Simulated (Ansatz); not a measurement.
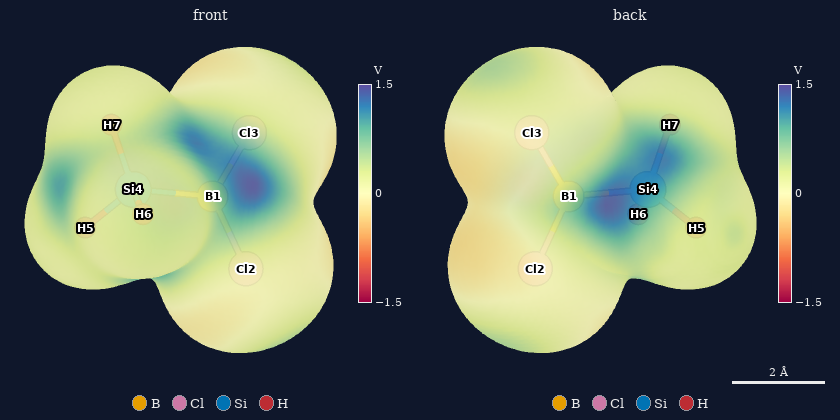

Figure 1: BCl2H3Si. The molecular electrostatic potential painted on the density surface at 0.002 e/bohr³, seen from the front and from behind; red is negative and blue positive.

Geometry: PBE0-D4/def2-SVP.

Computed with isolated molecule in a Gaussian basis; Kohn-Sham density functional theory, functional PBE0 (Ansatz 0.2.0).

Input file:

```
basis:
  gaussian: {orbitals: def2-TZVPD}
crystal:
  periodic: [false, false, false]
  atoms:
    - {symbol: B, position_ang: [0.173321, -1.081058, 0.278652]}
    - {symbol: Cl, position_ang: [-1.228738, -2.102425, 0.515135]}
    - {symbol: Cl, position_ang: [1.757861, -1.783973, 0.499524]}
    - {symbol: Si, position_ang: [-0.090611, 0.858621, -0.237006]}
    - {symbol: H, position_ang: [-0.852892, 0.922672, -1.523136]}
    - {symbol: H, position_ang: [-0.904667, 1.538089, 0.818910]}
    - {symbol: H, position_ang: [1.207125, 1.580075, -0.397880]}
hamiltonian: {xc: pbe0}
output: {forces: true, orbitals: {seedname: orbitals}}
```

Command:

```sh
ansatz run input.yaml --threads 2 --pin off --max-ram 5220MiB --events-out events.jsonl --progress --plain --runs-dir runs
```

**Describe the electrostatic potential map.**

The most negative region (about −0.3 V) lies over Cl2 and Cl3, the most positive (about +1.4 V) over B1. Cl2 shows a σ-hole: about +0.5 V at the tip opposite its bond, against about 0.0 V on its flanks. Cl3 shows a σ-hole: about +0.5 V at the tip opposite its bond, against about 0.0 V on its flanks.
